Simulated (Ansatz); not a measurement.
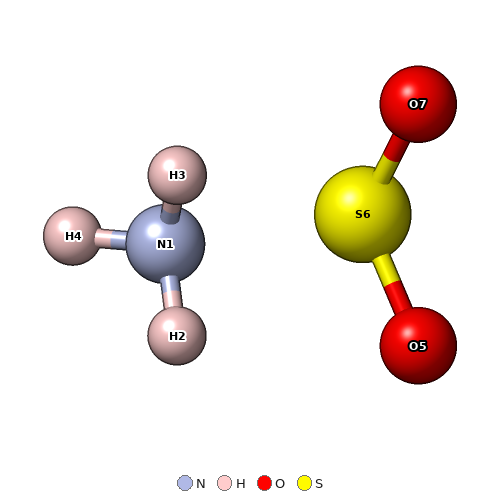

The system is the pair H₃N···O₂S; the picture shows the reference structure. The first coordinate is: separation of N1 and S6 along their line in the relaxed pair; the second: sideways slip of O5, S6, O7. Nothing is relaxed (both partners rigid). The scan uses a 15 × 15 grid. Points are written as (first, second). Energies: kJ/mol, counted from the lowest grid point. Computed with RKS PBE0-D4/def2-SVPD in Ansatz 0.2.0.

Its coordinates:

```xyz
7

N    -0.0076    0.0885   -0.9884
H    -0.9259    0.5188   -1.0549
H     0.7036    0.8126   -1.0396
H     0.1160   -0.5563   -1.7632
O    -1.2283   -0.2828    1.7305
S     0.1194   -0.7341    1.3658
O     1.2229    0.1533    1.7498
```

Range: separation of N1 and S6 along their line in the relaxed pair from 2.097 to 3.497 Å; sideways slip of O5, S6, O7 from −2.200 to 2.200 Å.

Q: What will the energy surface look like?

A: The lowest grid point is at (2.525 Å, 0.000 Å). It is the only kind of minimum in the scanned range. The highest grid point, (2.097 Å, −1.257 Å), lies 95 kJ/mol above the lowest. Round the minimum the two coordinates are nearly uncoupled.

| second ↓, first → | 2.097 | 2.132 | 2.189 | 2.259 | 2.340 | 2.429 | 2.525 | 2.628 | 2.737 | 2.852 | 2.972 | 3.096 | 3.226 | 3.360 | 3.497 |
| --- | --- | --- | --- | --- | --- | --- | --- | --- | --- | --- | --- | --- | --- | --- | --- |
| 2.200 | 70 | 67 | 62 | 57 | 53 | 49 | 46 | 44 | 42 | 40 | 40 | 39 | 39 | 39 | 39 |
| 1.886 | 83 | 78 | 71 | 63 | 56 | 50 | 46 | 42 | 40 | 38 | 37 | 37 | 36 | 37 | 37 |
| 1.571 | 94 | 87 | 77 | 67 | 57 | 49 | 43 | 39 | 36 | 34 | 33 | 33 | 33 | 34 | 34 |
| 1.257 | 95 | 86 | 75 | 63 | 52 | 44 | 37 | 33 | 30 | 29 | 28 | 28 | 29 | 30 | 31 |
| 0.943 | 79 | 71 | 60 | 49 | 40 | 32 | 27 | 24 | 22 | 21 | 22 | 23 | 25 | 27 | 28 |
| 0.629 | 52 | 46 | 38 | 30 | 23 | 18 | 14 | 13 | 13 | 14 | 16 | 18 | 21 | 23 | 26 |
| 0.314 | 27 | 23 | 17 | 12 | 8 | 5 | 4 | 4 | 6 | 8 | 11 | 14 | 18 | 21 | 24 |
| 0.000 | 17 | 14 | 9 | 5 | 2 | 0 | 0 | 1 | 3 | 6 | 9 | 13 | 17 | 20 | 23 |
| −0.314 | 27 | 23 | 17 | 12 | 8 | 5 | 4 | 4 | 6 | 8 | 11 | 14 | 18 | 21 | 24 |
| −0.629 | 52 | 46 | 38 | 30 | 23 | 18 | 15 | 13 | 13 | 14 | 16 | 18 | 21 | 23 | 26 |
| −0.943 | 79 | 71 | 61 | 50 | 40 | 33 | 27 | 24 | 22 | 21 | 22 | 23 | 25 | 27 | 28 |
| −1.257 | 95 | 87 | 75 | 63 | 52 | 44 | 37 | 33 | 30 | 29 | 28 | 28 | 29 | 30 | 32 |
| −1.571 | 95 | 87 | 77 | 67 | 57 | 50 | 44 | 39 | 36 | 34 | 33 | 33 | 33 | 34 | 34 |
| −1.886 | 83 | 78 | 71 | 63 | 56 | 50 | 46 | 42 | 40 | 38 | 37 | 37 | 37 | 37 | 37 |
| −2.200 | 70 | 67 | 62 | 57 | 53 | 49 | 46 | 44 | 42 | 40 | 40 | 39 | 39 | 39 | 39 |

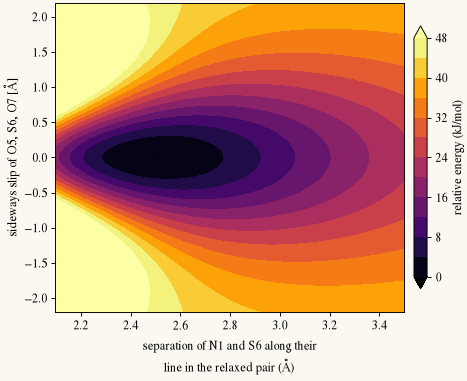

In the figure: filled contours, one colour for all values above the top of the scale. Between grid points the surface is interpolated.

Each point was launched as `ansatz run input.yaml --threads 1 --pin off --max-ram 2560MiB --backend cpu --events-out ev --progress --plain --runs-dir out`. Time for the 225 points that were run: 8.4 min on 1 thread of Intel(R) Xeon(R) 6975P-C (Granite Rapids), with other jobs on the host.
